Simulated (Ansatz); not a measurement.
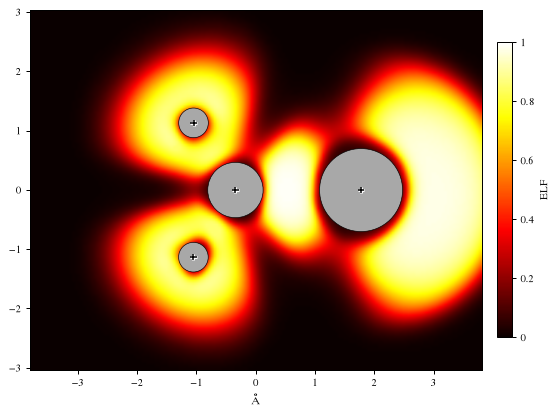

The electron localisation function on a plane through atoms (crosses mark nuclei in the plane; grey discs cover the cores).

The calculation used isolated molecule in a Gaussian basis; Kohn-Sham density functional theory, functional PBE0 in Ansatz.

Candidates:
A. BF₃Si (SMILES F[Si]B(F)F)
B. CH₂In₂O (SMILES [CH2]1[In]2[O][In]12)
C. CHOSn (SMILES O=[C]=[SnH]) (doublet)

> Which system is this?

Candidate A: BF₃Si on the plane of atoms F4, B1 and Si5, which holds B, F and Si. B–F (1.34 Å): the ELF peaks at about 0.85 between the atoms, as expected for a polar covalent bond. Si–B (2.12 Å): the ELF peaks at about 1 between the atoms, as expected for localised, covalent bonding.
